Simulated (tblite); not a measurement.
## Run report: C$_{4}$H$_{6}$F$_{3}$Ge (charge −1), relaxed scan

C$_{4}$H$_{6}$F$_{3}$Ge, charge −1, SMILES F[CH](F)[Ge-]([F])[CH]1CC1, computed with GFN2-xTB relaxed scan under a harmonic restraint, gas phase (tblite 0.8.0).

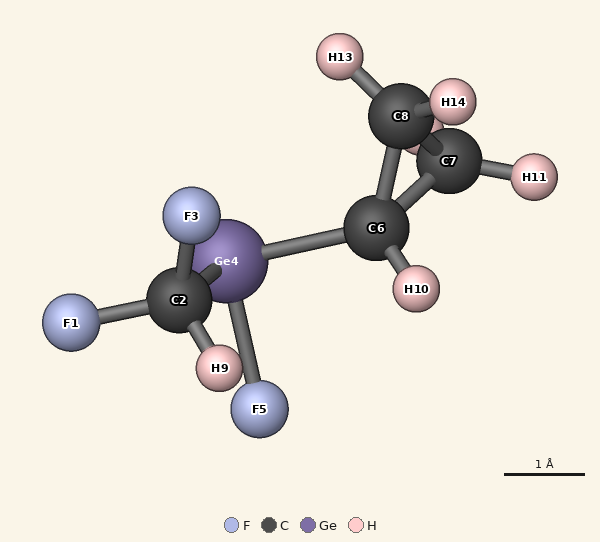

Figure 1. The structure (ball-and-stick view, seen at a tilt; atoms are numbered from 1 in the order of the input). Sticks mark near contacts. Bond lengths as drawn: C–C 1.49 to 1.50 Å, C–F 1.39 Å, C–Ge 2.05 to 2.12 Å, C–H 1.08 to 1.10 Å and F–Ge 1.93 Å.

**The input**
```
{"job": {"xc": "GFN2-xTB", "basis": "xTB", "coordinate": [["t", [5, 1, 4, 3], 0.3333333333333333], ["t", [1, 4, 5, 3], 0.3333333333333333], ["t", [4, 5, 1, 3], 0.3333333333333333]], "kind": "drive"}, "charge": -1, "multiplicity": 1}
F      3.574983    -0.217175    -0.123440
C      2.249663    -0.255168     0.294963
F      1.924438    -1.599683     0.212506
Ge     1.010022     0.950692    -0.935832
F      1.297780     2.429105     0.276718
C     -0.635795     0.293513     0.101877
C     -1.998925     0.429875    -0.509463
C     -1.359210    -0.916329    -0.407735
H      2.268437    -0.009952     1.365610
H     -0.617037     0.386724     1.185695
H     -2.857123     0.638894     0.121322
H     -2.078684     0.882368    -1.491501
H     -1.004009    -1.382658    -1.318668
H     -1.775219    -1.630679     0.294787
```

The first line tells a small driver script what to run in tblite; the rest is the geometry in Å.

Command:
```bash
OMP_NUM_THREADS=1 python <driver script> task.json out
```

**Log**
```
point  coordinate     E/eV
  0    -60.600     -762.30429
```

**Results in brief**

| quantity | value |
| --- | --- |
| outcome | converged |
| hardware | 1 CPU thread, shared host |
| peak memory | 0.19 GiB |
